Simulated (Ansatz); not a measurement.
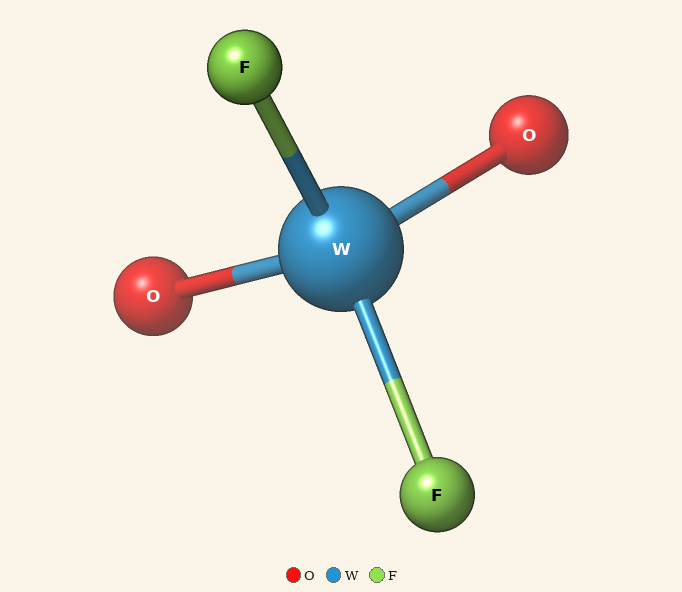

Distant atoms are faded towards the background colour. The species is neutral and a spin singlet. Computed geometry: PBE-D4/def2-SVP optimisation. No frequency run is at hand to confirm it as a minimum.

> Which symmetry elements does this geometry have?

It has 1 C2 axis and 2 mirror planes, so the point group is C2v. The group has 4 operations. The geometry is achiral, and symmetry allows a dipole moment.
